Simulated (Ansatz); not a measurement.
**Geometry relaxation of TiHClOF$_{2}$ (part 2 of 2)**

TiHClOF$_{2}$; RKS PBE-D4/def2-SVP (Ansatz 0.2.0). It belongs to a series of runs on one base structure; here: start relaxed.

Geometry of the input (Å):
```
Ti 0.0000  0.0000  0.0000
O  0.0000  0.0000  1.9200
H  -0.9095  -0.2814  2.2571
Cl 2.2349  0.0000  -0.7892
F  -0.8619  1.4933  -0.6094
F  -0.8619  -1.4933  -0.6094
```

Trajectory as extended XYZ, continued
```
6
Properties=species:S:1:pos:R:3:forces:R:3 step=8 energy=-43111.89125
Ti   -0.0085   -0.0004   -0.0339    0.0029  -0.0070  -0.0009
O    -0.1295   -0.0138    1.7230   -0.0188   0.0070   0.0426
H    -0.7182   -0.2818    2.4498    0.0168  -0.0026  -0.0180
Cl    2.1118   -0.0059   -0.6413    0.0016  -0.0019  -0.0061
F    -0.8186    1.4201   -0.6543   -0.0019   0.0121  -0.0088
F    -0.8354   -1.3996   -0.6742   -0.0005  -0.0076  -0.0088
6
Properties=species:S:1:pos:R:3:forces:R:3 step=9 energy=-43111.89134
Ti   -0.0094    0.0000   -0.0330    0.0017  -0.0053  -0.0016
O    -0.1310   -0.0123    1.7246   -0.0090   0.0117   0.0113
H    -0.7171   -0.2836    2.4518    0.0075  -0.0074  -0.0066
Cl    2.1105   -0.0064   -0.6423   -0.0008  -0.0014  -0.0010
F    -0.8174    1.4208   -0.6565    0.0006   0.0016  -0.0011
F    -0.8340   -1.3999   -0.6754    0.0000   0.0007  -0.0011
6
Properties=species:S:1:pos:R:3:forces:R:3 step=10 energy=-43111.89150
Ti   -0.0107    0.0015   -0.0323   -0.0095  -0.0019  -0.0058
O    -0.1349   -0.0067    1.7258   -0.0098   0.0114  -0.0039
H    -0.7133   -0.2909    2.4544    0.0103  -0.0070  -0.0103
Cl    2.1089   -0.0078   -0.6422   -0.0005  -0.0009   0.0038
F    -0.8154    1.4224   -0.6615    0.0067  -0.0134   0.0084
F    -0.8329   -1.4000   -0.6751    0.0028   0.0118   0.0078
6
Properties=species:S:1:pos:R:3:forces:R:3 step=11 energy=-43111.89178
Ti   -0.0169    0.0091   -0.0309   -0.0576   0.0171  -0.0276
O    -0.1523    0.0211    1.7282   -0.1026  -0.0468   0.0801
H    -0.6929   -0.3276    2.4626    0.1091   0.0518  -0.1449
Cl    2.1033   -0.0137   -0.6372    0.0049  -0.0009   0.0156
F    -0.8080    1.4295   -0.6843    0.0312  -0.0680   0.0427
F    -0.8317   -1.3999   -0.6693    0.0151   0.0469   0.0342
6
Properties=species:S:1:pos:R:3:forces:R:3 step=12 energy=-43111.89383
Ti   -0.0279    0.0164   -0.0352   -0.0453   0.0055  -0.0034
O    -0.1857    0.0454    1.7201    0.0767   0.0960  -0.1675
H    -0.6451   -0.3593    2.4712   -0.0689  -0.0883   0.1180
Cl    2.1003   -0.0213   -0.6132    0.0061  -0.0022   0.0089
F    -0.8038    1.4353   -0.7061    0.0208  -0.0368   0.0242
F    -0.8362   -1.3978   -0.6677    0.0106   0.0257   0.0198
6
Properties=species:S:1:pos:R:3:forces:R:3 step=13 energy=-43111.89496
Ti   -0.0325    0.0210   -0.0352   -0.0302   0.0082  -0.0407
O    -0.1973    0.0610    1.7186   -0.0776  -0.0400   0.1108
H    -0.6292   -0.3802    2.4740    0.0810   0.0500  -0.1313
Cl    2.0978   -0.0246   -0.6065    0.0048  -0.0034   0.0129
F    -0.8001    1.4385   -0.7186    0.0167  -0.0330   0.0283
F    -0.8372   -1.3969   -0.6632    0.0053   0.0181   0.0200
6
Properties=species:S:1:pos:R:3:forces:R:3 step=14 energy=-43111.89641
Ti   -0.0385    0.0256   -0.0359   -0.0312  -0.0043  -0.0732
O    -0.2149    0.0755    1.7160    0.0578   0.1160  -0.1246
H    -0.6040   -0.3984    2.4663   -0.0548  -0.1063   0.1296
Cl    2.0963   -0.0293   -0.5940   -0.0117  -0.0032   0.0167
F    -0.7978    1.4441   -0.7272    0.0220  -0.0464   0.0278
F    -0.8395   -1.3989   -0.6560    0.0178   0.0442   0.0237
6
Properties=species:S:1:pos:R:3:forces:R:3 step=15 energy=-43111.89651
Ti   -0.0401    0.0265   -0.0369   -0.0399  -0.0025  -0.0478
O    -0.2211    0.0784    1.7150    0.0911   0.1603  -0.2071
H    -0.5946   -0.4022    2.4668   -0.0849  -0.1507   0.1950
Cl    2.0958   -0.0305   -0.5891   -0.0086  -0.0040   0.0141
F    -0.7975    1.4447   -0.7302    0.0230  -0.0428   0.0250
F    -0.8409   -1.3983   -0.6566    0.0194   0.0398   0.0208
6
Properties=species:S:1:pos:R:3:forces:R:3 step=16 energy=-43111.89774
Ti   -0.0470    0.0310   -0.0379   -0.0265  -0.0117  -0.0336
O    -0.2390    0.0929    1.7131    0.1100   0.2206  -0.2830
H    -0.5654   -0.4212    2.4623   -0.1039  -0.2130   0.2742
Cl    2.0924   -0.0359   -0.5761   -0.0090  -0.0048   0.0134
F    -0.7949    1.4489   -0.7393    0.0130  -0.0229   0.0129
F    -0.8445   -1.3972   -0.6530    0.0164   0.0319   0.0162
6
Properties=species:S:1:pos:R:3:forces:R:3 step=17 energy=-43111.89788
Ti   -0.0488    0.0321   -0.0380   -0.0240  -0.0128  -0.0305
O    -0.2446    0.0966    1.7127    0.1203   0.2494  -0.3209
H    -0.5574   -0.4254    2.4611   -0.1140  -0.2416   0.3117
Cl    2.0914   -0.0367   -0.5721   -0.0078  -0.0050   0.0136
F    -0.7944    1.4495   -0.7425    0.0107  -0.0189   0.0114
F    -0.8445   -1.3975   -0.6520    0.0148   0.0290   0.0147
6
Properties=species:S:1:pos:R:3:forces:R:3 step=18 energy=-43111.89987
Ti   -0.0561    0.0367   -0.0389   -0.0156  -0.0061  -0.0108
O    -0.2675    0.1110    1.7110    0.1015   0.2617  -0.3301
H    -0.5254   -0.4432    2.4573   -0.0900  -0.2547   0.3125
Cl    2.0876   -0.0420   -0.5571   -0.0057  -0.0058   0.0166
F    -0.7913    1.4532   -0.7541    0.0036  -0.0079   0.0055
F    -0.8457   -1.3971   -0.6490    0.0061   0.0127   0.0062
6
Properties=species:S:1:pos:R:3:forces:R:3 step=19 energy=-43111.90496
Ti   -0.0698    0.0448   -0.0410   -0.0056   0.0051  -0.0156
O    -0.3100    0.1366    1.7061   -0.0002   0.0160  -0.0020
H    -0.4623   -0.4732    2.4490    0.0172  -0.0151   0.0002
Cl    2.0814   -0.0537   -0.5250   -0.0102  -0.0049   0.0210
F    -0.7879    1.4599   -0.7733   -0.0004   0.0042  -0.0035
F    -0.8498   -1.3959   -0.6466   -0.0008  -0.0054  -0.0001
6
Properties=species:S:1:pos:R:3:forces:R:3 step=20 energy=-43111.90505
Ti   -0.0716    0.0475   -0.0413    0.0140  -0.0140  -0.0040
O    -0.3107    0.1366    1.7061   -0.0042   0.0284  -0.0129
H    -0.4595   -0.4738    2.4490    0.0167  -0.0218   0.0067
Cl    2.0797   -0.0577   -0.5231   -0.0085   0.0045   0.0196
F    -0.7904    1.4617   -0.7746   -0.0028   0.0118  -0.0060
F    -0.8459   -1.3957   -0.6471   -0.0152  -0.0089  -0.0035
6
Properties=species:S:1:pos:R:3:forces:R:3 step=21 energy=-43111.90605
Ti   -0.0769    0.0488   -0.0422    0.0018  -0.0067  -0.0028
O    -0.3252    0.1419    1.7046    0.0007   0.0336  -0.0315
H    -0.4341   -0.4801    2.4444    0.0124  -0.0297   0.0219
Cl    2.0773   -0.0599   -0.5088   -0.0079   0.0005   0.0170
F    -0.7893    1.4634   -0.7807   -0.0008   0.0076  -0.0028
F    -0.8503   -1.3954   -0.6482   -0.0062  -0.0053  -0.0017
6
Properties=species:S:1:pos:R:3:forces:R:3 step=22 energy=-43111.90163 accepted=F
Ti   -0.1027    0.0567   -0.0480    0.0290   0.0095   0.0060
O    -0.3819    0.1596    1.6966    0.0414  -0.4964   0.5432
H    -0.3277   -0.5018    2.4316   -0.0406   0.5004  -0.5540
Cl    2.0636   -0.0751   -0.4464   -0.0152   0.0012   0.0059
F    -0.7886    1.4737   -0.8064   -0.0038  -0.0036   0.0062
F    -0.8612   -1.3945   -0.6582   -0.0109  -0.0111  -0.0073
6
Properties=species:S:1:pos:R:3:forces:R:3 step=23 energy=-43111.90739
Ti   -0.0890    0.0511   -0.0462   -0.0062   0.0087   0.0080
O    -0.3472    0.1519    1.7000   -0.0120  -0.0057  -0.0024
H    -0.3832   -0.4905    2.4311    0.0099   0.0025  -0.0011
Cl    2.0722   -0.0657   -0.4733   -0.0054  -0.0045  -0.0026
F    -0.7911    1.4674   -0.7913    0.0061  -0.0018  -0.0015
F    -0.8601   -1.3957   -0.6512    0.0076   0.0007  -0.0004
6
Properties=species:S:1:pos:R:3:forces:R:3 step=24 energy=-43111.90739
Ti   -0.0982    0.0551   -0.0448    0.0078   0.0033  -0.0317
O    -0.3730    0.1557    1.6996    0.0064  -0.1290   0.1455
H    -0.3460   -0.4953    2.4288   -0.0033   0.1284  -0.1344
Cl    2.0646   -0.0733   -0.4584   -0.0017   0.0021   0.0107
F    -0.7884    1.4719   -0.7998   -0.0016  -0.0065   0.0079
F    -0.8575   -1.3954   -0.6564   -0.0076   0.0017   0.0019
6
Properties=species:S:1:pos:R:3:forces:R:3 step=25 energy=-43111.90777
Ti   -0.0999    0.0506   -0.0460   -0.0051  -0.0071  -0.0289
O    -0.3781    0.1455    1.6971    0.0008  -0.0386   0.0462
H    -0.3351   -0.4794    2.4443   -0.0009   0.0344  -0.0457
Cl    2.0633   -0.0749   -0.4532    0.0080   0.0012   0.0072
F    -0.7892    1.4694   -0.7973   -0.0019   0.0074   0.0047
F    -0.8595   -1.3925   -0.6758   -0.0009   0.0027   0.0165
6
Properties=species:S:1:pos:R:3:forces:R:3 step=26 energy=-43111.90763 accepted=F
Ti   -0.1026    0.0515   -0.0532    0.0015  -0.0056   0.0611
O    -0.3766    0.1449    1.6909   -0.0111  -0.0194   0.0182
H    -0.3234   -0.4820    2.4354   -0.0002   0.0255  -0.0387
Cl    2.0658   -0.0745   -0.4354   -0.0036  -0.0034  -0.0209
F    -0.7933    1.4726   -0.7989    0.0035   0.0055  -0.0088
F    -0.8683   -1.3939   -0.6698    0.0098  -0.0025  -0.0110
6
Properties=species:S:1:pos:R:3:forces:R:3 step=27 energy=-43111.90793
Ti   -0.1012    0.0514   -0.0482   -0.0027   0.0077  -0.0036
O    -0.3800    0.1464    1.6951   -0.0002  -0.0033   0.0020
H    -0.3297   -0.4819    2.4376    0.0003   0.0020  -0.0046
Cl    2.0640   -0.0752   -0.4470    0.0006  -0.0001   0.0009
F    -0.7898    1.4720   -0.7977    0.0027  -0.0069   0.0033
F    -0.8617   -1.3942   -0.6707   -0.0007   0.0005   0.0021
```

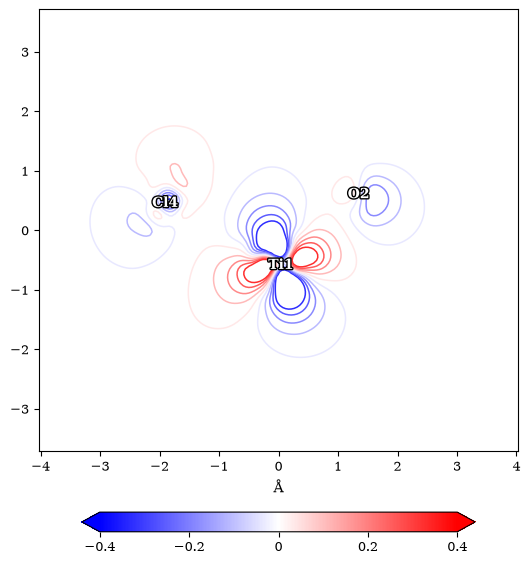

Figure 1. One frontier orbital on the plane of atoms O2, Ti1 and Cl4 (values in Å⁻³ᐟ²; the overall sign is arbitrary). The LUMO, at −3.63 eV. Its weight (Hirshfeld) is mainly on Ti1 (75 %).

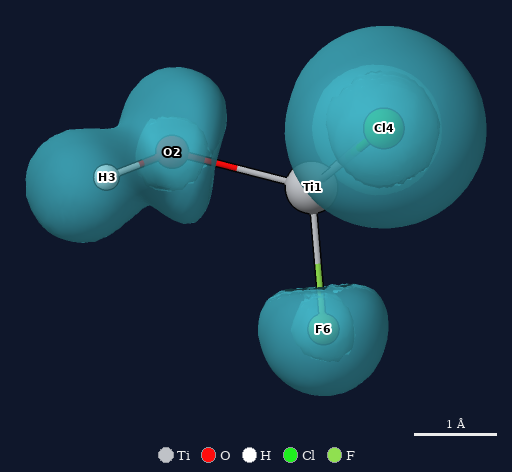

Figure 2. Isosurface of the electron localisation function at 0.75 (cyan), seen from the side. Only the valence region is drawn (cores and ρ < 0.01 e/Å³ removed). Profiles from the grid: Ti–F (1.75 Å): the ELF peaks at about 0.85 in the valence shell of F, 0.5 Å from its nucleus, and drops to about 0.20 between the two atoms. Ti–O (1.77 Å): the ELF peaks at about 0.85 in the valence shell of O, 0.5 Å from its nucleus, and drops to about 0.25 between the two atoms.

Summary

```csv
quantity,value
outcome,converged
total energy,−43111.9080 eV
mean-field energy,−43111.7715 eV
largest force (length of the vector) at the end,0.009 eV/Å
wall time,23 s (CPU time 43 s)
peak memory,0.18 GiB
```
